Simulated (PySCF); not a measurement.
# H₂N₂, SMILES `N=N`: electronic structure

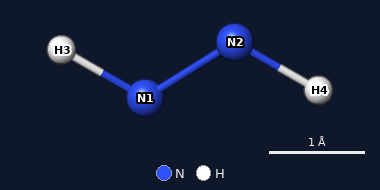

The molecule, with its atoms numbered as below. No frequency check shows the geometry to be a minimum.

Cartesian coordinates (Å):

```
N1       0.5879    0.1878    0.0000
N2      -0.5879   -0.1878    0.0000
H3       1.2144   -0.6366    0.0000
H4      -1.2144    0.6366    0.0000
```

### 1. In an electric field

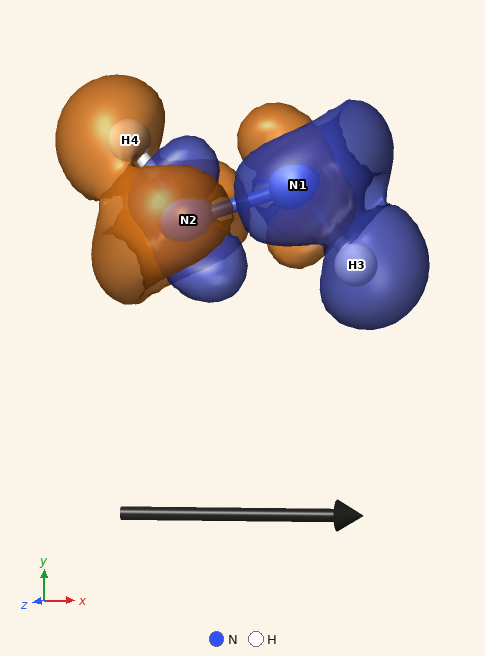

Change of the electron density in a uniform field of 0.21 V/Å along +x (arrow), surfaces at ±0.002 e/Å³ (orange: gain, blue: loss).

Computed with PySCF, HF/aug-cc-pVDZ, geometry: GFN2-xTB.

Question: How large is the response?

Answer: The induced dipole is 0.26 D (along the field); α along this axis, from the fields in both directions, is 25 bohr³ (3.7 Å³).

Question: Which atoms gain and lose the most charge?

Answer: Electrons gather most on N2 (Hirshfeld charge changes by −0.012 e) and leave N1 most (+0.012 e); 0.031 electrons are displaced in all.

### 2. Removing or adding an electron

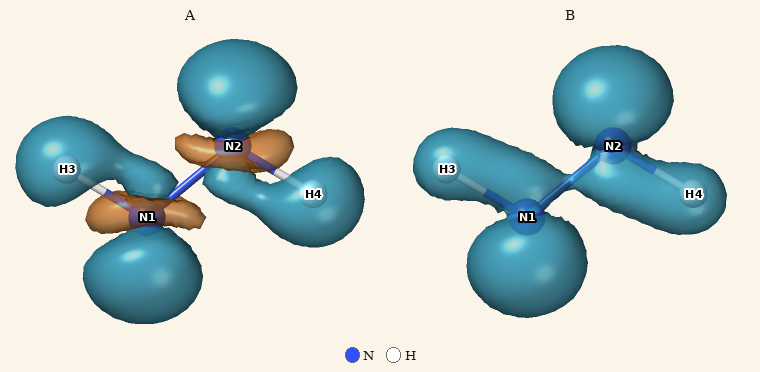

The Fukui function f⁻ from two separate SCF calculations and the density of the HOMO, at ±0.06 e/Å³ (light blue positive, orange negative).

PySCF calculation, B3LYP/cc-pVTZ, gas phase; geometry: GFN2-xTB.

Question: Which panel is which, and how good is the frozen-orbital picture?

Answer: A is f⁻ (it has negative regions), B the HOMO density. The HOMO lies on N1 and N2 (42 % each) and H3 and H4 (8 % each); f⁻ (Hirshfeld-condensed) is largest on N1 and N2 (0.35 each); the vertical ionisation energy is 9.98 eV. Relaxation shifts 14 % of the electron between atoms. The orbital energy is −6.57 eV.

### 3. Stretching a bond

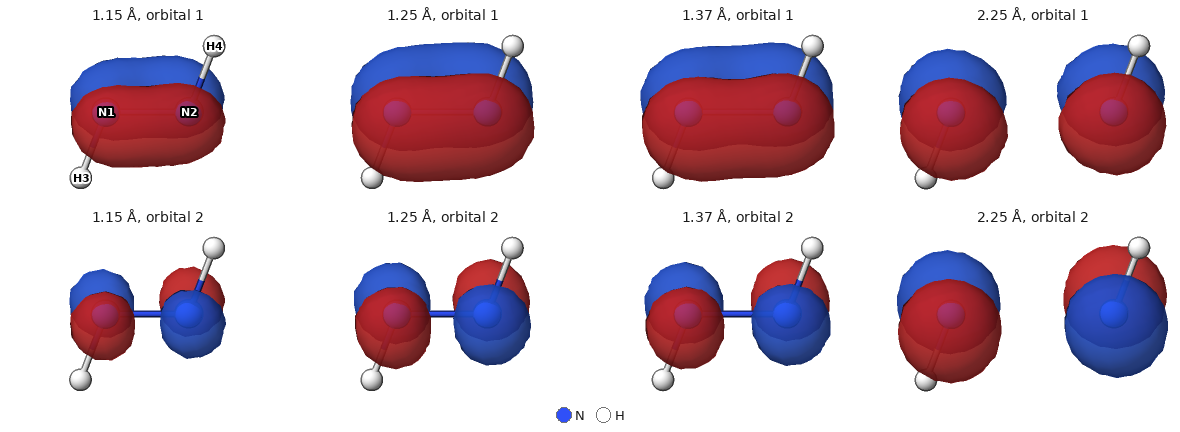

Rigid stretch of the N1–N2 bond. The two CASSCF(4,4) natural orbitals nearest half filling (orbital 1 the more occupied).

Level of theory: def2-TZVP basis (PySCF), at a geometry from GFN2-xTB.

Question: How do the occupations change along the stretch?

Answer: 1.15 Å: 1.94 and 0.06; 1.25 Å: 1.91 and 0.09; 1.37 Å: 1.87 and 0.13; 2.25 Å: 1.21 and 0.79. At the longest distance computed (3.50 Å) they are 1.01 and 0.99, and the effective number of unpaired electrons is 4.0.

UHF's ⟨S²⟩ passes 1 along the scan (up to 2.03), so it also polarises electrons outside the stretched bond; its energy lowering isn't due to that bond alone.

UHF already breaks spin symmetry near equilibrium here (⟨S²⟩ = 0.22 at 1.25 Å), for reasons apart from this bond.

Question: How much energy does the stretch cost?

Answer: By CASSCF, 4.6 eV from the lowest point of the scan (1.25 Å) to 3.50 Å; RHF gives 15.8 eV from its own lowest point. The fragments aren't relaxed and dynamic correlation is missing, so this isn't a bond dissociation energy.

The PySCF runs shown took 0.68 s, 24 s and 23 s on 1 thread of Intel(R) Xeon(R) 6975P-C (Granite Rapids), on a shared host.
